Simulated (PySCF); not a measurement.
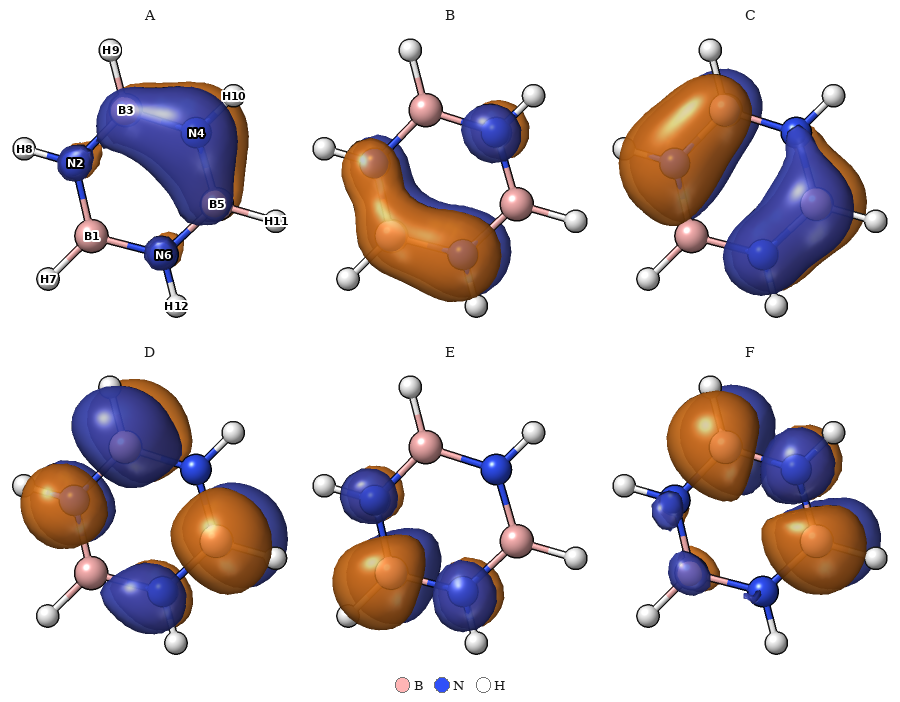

Figure. B3H6N3, SMILES `B1NBNBN1`. Natural orbitals of the π active space, CASSCF(6,6), triplet state at the geometry of the singlet, in order of falling occupation.

Level of theory: 6-31+G* basis (PySCF), at a geometry from GFN2-xTB. No frequency check shows the geometry to be a minimum.

Geometry (Å), atoms numbered from 1:

```
B1       1.3861   -0.3849    0.0000
N2       0.3488   -1.3501    0.0000
B3      -1.0264   -1.0079    0.0000
N4      -1.3436    0.3730    0.0000
B5      -0.3597    1.3928    0.0000
N6       0.9949    0.9771    0.0000
H7       2.5185   -0.6993    0.0000
H8       0.6010   -2.3265    0.0000
H9      -1.8648   -1.8314    0.0000
H10     -2.3153    0.6428    0.0000
H11     -0.6536    2.5307    0.0000
H12      1.7143    1.6837    0.0000
```

What are the natural occupation numbers?

A 1.94, B 1.91, C 1.05, D 0.95, E 0.08, F 0.07.

Where does the lowest triplet lie relative to the singlet, at this geometry and within this active space?

6.85 eV above it by strongly contracted NEVPT2 (+7.00 eV by CASSCF); a small basis tends to put such gaps a few tenths of an eV too high. This is a vertical energy for π states alone; a state that uses lone pairs or σ orbitals may lie lower.
